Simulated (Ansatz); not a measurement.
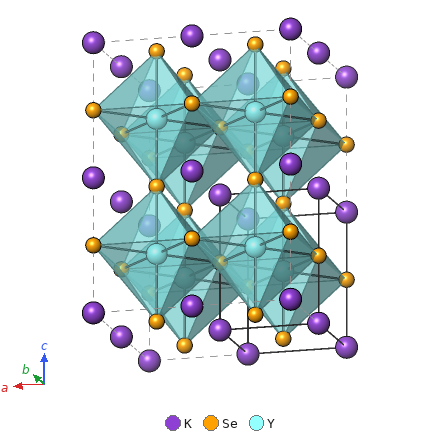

Polyhedra are drawn about Y (bonds: Se–Y below 3.4 Å); other atoms are plain spheres.

The compound is KYSe2 (space group P4/mmm, No. 123), taken as the input geometry of an electronic-structure calculation (not necessarily at equilibrium); the starting structure was generated, so it need not be a known form of this composition.

Sharing among the drawn polyhedra:

```tsv
site	polyhedron	corner-sharing neighbours	edge-sharing	face-sharing	bond (Å)
Y	YSe6 octahedron	6	4	0	2.93–3.05
```

They form a three-dimensional framework of corner- and edge-sharing octahedra.
